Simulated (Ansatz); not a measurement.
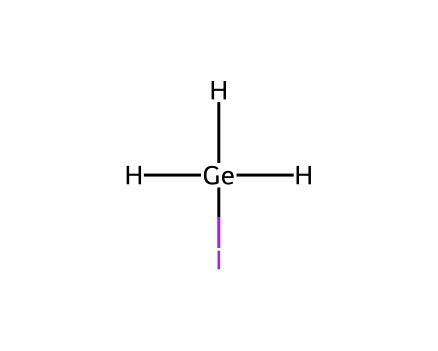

Figure made from data computed with Ansatz.

Skeletal drawing of a molecule.

**Transcribe the drawing into SMILES.**

[GeH3][I]

**Give the formula, hydrogens included.**

GeH3I.
